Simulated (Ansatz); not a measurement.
**CH4ClGe: rigid scan of one bond length from a Python script**

How does the energy of CH4ClGe change as one bond is stretched? The task is a rigid scan of one bond length, for CH4ClGe. SMILES: [CH2][GeH2][Cl].

Computed with Ansatz 0.2.0 through its Python package. Level of theory: PBE/def2-SVP.

## Step 1: The system

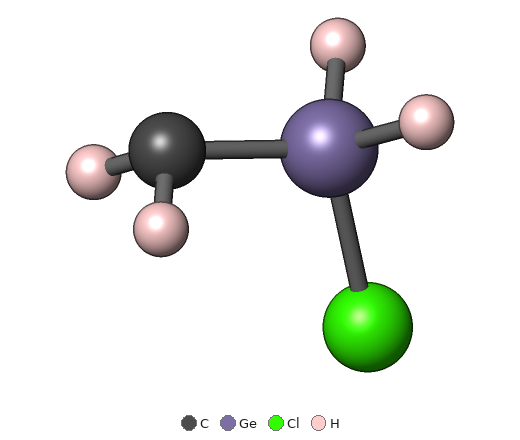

The starting structure, viewed from a chosen angle; carbon dark grey, germanium purple, chlorine green, hydrogen pink.

The script holds or builds the structure itself.

## Step 2: Script

Input file scan_ch4clge.py:

```python
import ansatz as az
from ase import Atoms
import numpy as np

atoms = Atoms(['C', 'Ge', 'Cl', 'H', 'H', 'H', 'H'], positions=[
    (-1.1272, -0.2682, -0.4609),
    (0.508, -0.1348, 0.4884),
    (1.7883, 1.2898, -0.5027),
    (-0.9136, -0.5379, -1.5201),
    (-1.6496, 0.7716, -0.4957),
    (0.25, 0.3405, 1.9459),
    (1.2052, -1.529, 0.4993),
])
molecule = az.Crystal.molecule_from_ase(atoms)

symbols = [site.symbol for site in molecule.cartesian_sites]
start = np.array([site.position_ang for site in molecule.cartesian_sites])
axis = (start[0] - start[1]) / np.linalg.norm(start[0] - start[1])
moving = [0, 3, 4]
lengths, energies = [1.61, 1.74, 1.9, 2.09, 2.37, 2.84, 3.41, 4.17], []
for length in lengths:
    xyz = start.copy()
    xyz[moving] += (length - np.linalg.norm(start[0] - start[1])) * axis
    point = az.Crystal.molecule()
    for symbol, xyz in zip(symbols, xyz):
        point = point.atom(symbol, xyz.tolist())
    job = (
        point.calculation()
        .basis(gaussian='def2-SVP')
        .functional('pbe')
        .spin('collinear', total=1)
    )
    report = job.run(threads=1, backend='cpu').report
    energies.append(report['free_energy_ev'])
    print(f'r = {length:6.3f} A  E = {energies[-1]:.5f} eV  <S^2> = {abs(report["mean_field"]["state"]["spin_squared"]):.3f}')

print('energy above the lowest point (eV):', [round(e - min(energies), 3) for e in energies])
```

## Step 3: The calls as engine input

The package turns the script's settings into the engine's input (first run):

```yaml
crystal:
  periodic: [false, false, false]
  atoms:
    - { symbol: C, position_ang: [-0.8809208845979298, -0.2481084919308732, -0.3179249729383652] }
    - { symbol: Ge, position_ang: [0.508, -0.1348, 0.4884] }
    - { symbol: Cl, position_ang: [1.7883, 1.2898, -0.5027] }
    - { symbol: H, position_ang: [-0.6673208845979298, -0.5178084919308732, -1.3771249729383652] }
    - { symbol: H, position_ang: [-1.40332088459793, 0.7916915080691268, -0.35272497293836524] }
    - { symbol: H, position_ang: [0.25, 0.3405, 1.9459] }
    - { symbol: H, position_ang: [1.2052, -1.529, 0.4993] }
basis:
  gaussian:
    orbitals: def2-SVP
hamiltonian:
  xc: pbe
magnetization:
  spin_polarized: true
  initial_magnetization: 1.0
```

## Step 4: Launch

Command:

```bash
> python scan_ch4clge.py
```

**Question.** What results will this script give? Wanted: range of energy; lowest point, distance.

**Answer**, as computed:

```
                  quantity     value
             runs compared         8
           range of energy  3.753 eV
lowest point, distance (Å)      1.90
```

**Reading.** The curve has its lowest point inside the range, at 1.90. The ends stand 1.64 and 3.75 eV above it. The distance scanned is the script's pair 1, 0. <S²> moves from 0.75 to 1.64: along the scan the mean field breaks spin symmetry. In CPU time, run 8 (distance 4.17) cost about 4.5 times as much as run 1 (distance 1.61). Caveats:
- The rest of the molecule is held rigid at a force-field or estimated start geometry, and the basis set is modest; single-reference methods fail as a bond breaks.
- The species is open-shell (spin multiplicity 2).
